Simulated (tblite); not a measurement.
**Frequency calculation, with input and output: C5H8O2SSi**

The run: frequency calculation of C5H8O2SSi. Method and program: GFN2-xTB harmonic vibrations, gas phase (tblite 0.8.0).

It belongs to a series of runs on one base structure; here: H on C replaced by SOCH3.

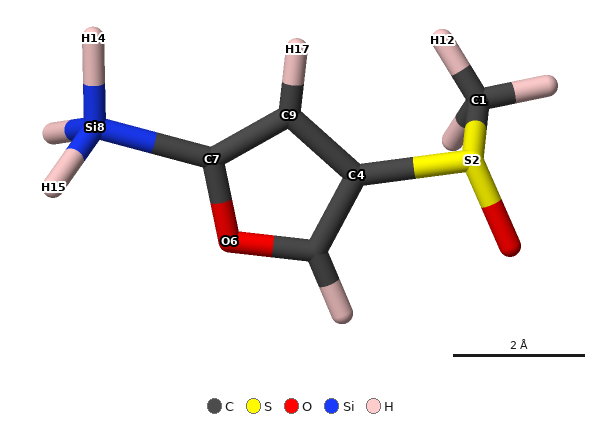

Figure 1. The input geometry (stick view, seen at a tilt; atoms are numbered from 1 in the order of the input).

Input:
```
{"job": {"kind": "ir", "xc": "GFN2-xTB", "basis": "xTB"}, "charge": 0, "multiplicity": 1}
C     -2.662533    -1.281322     0.016077
S     -2.479996     0.371493     0.838587
O     -3.152548     1.331580    -0.035018
C     -0.729093     0.512539     0.437960
C     -0.203288     1.305480    -0.540207
O      1.128583     1.208946    -0.553965
C      1.497101     0.349350     0.429747
Si     3.334073     0.037676     0.641867
C      0.376325    -0.102901     1.072555
H     -3.707492    -1.566098     0.082623
H     -2.367803    -1.194638    -1.023798
H     -2.040897    -1.997302     0.540689
H     -0.682936     1.949887    -1.249311
H      3.484859    -0.845927     1.796983
H      4.003424     1.319281     0.861356
H      3.849736    -0.598439    -0.571633
H      0.345487    -0.787576     1.895041
```

The first line tells a small driver script what to run in tblite; the rest is the geometry in Å.

Run on 1 CPU thread, shared host.

Command:
```bash
OMP_NUM_THREADS=1 python <driver script> task.json out
```

Log:
```
mode    cm-1     km/mol
  1      35.1      3.28
  2      38.7      0.44
  3      84.7      1.79
  4     101.6      1.27
  5     151.3      0.03
  6     163.6      1.82
  7     191.9      3.86
  8     270.3      2.72
  9     322.8      0.15
 10     348.8      8.94
 11     460.1     18.02
 12     516.4     74.56
 13     527.6     61.31
 14     552.7     73.33
 15     605.6      5.34
 16     633.2     11.47
 17     658.2     63.66
 18     761.4    177.51
 19     777.8     14.54
 20     780.9    302.92
 21     787.3    377.09
 22     827.6      2.21
 23     878.3     30.56
 24     881.9     28.69
 25     917.1      8.98
 26     927.7     11.20
 27    1064.0     59.40
 28    1105.6     10.30
 29    1136.3    314.83
 30    1189.6     35.73
 31    1209.0     28.05
 32    1279.3      3.68
 33    1349.4      8.33
 34    1435.5      5.12
 35    1449.7     15.91
 36    1451.0     10.65
 37    1544.3     44.01
 38    2264.0    321.43
 39    2278.7    192.49
 40    2283.2    312.83
 41    3053.6      0.88
 42    3065.2      6.91
 43    3076.0      9.74
 44    3180.9      0.76
 45    3183.5     10.43
```

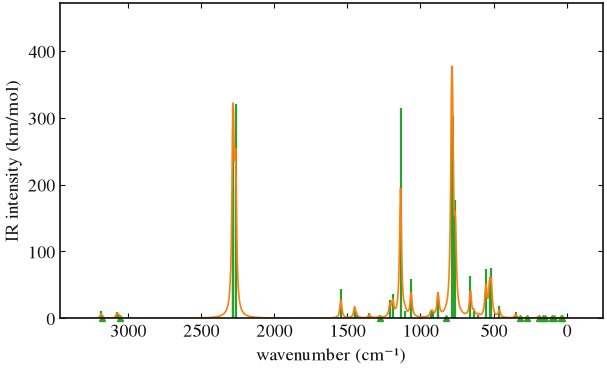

Figure 2. Harmonic infrared spectrum, unscaled: sticks (degenerate modes added up, dark ones marked on the axis) with a Lorentzian envelope of 16 cm⁻¹ full width, scaled to the tallest stick. 45 modes from 35 to 3184 cm⁻¹, none imaginary. The strongest line is at 787 cm⁻¹ (377 km/mol).

Summary:

```csv
quantity,value
outcome,converged
total energy,−757.9120 eV
zero-point energy,71.1940 kcal/mol
wall time,0.92 s
peak memory,0.18 GiB
```
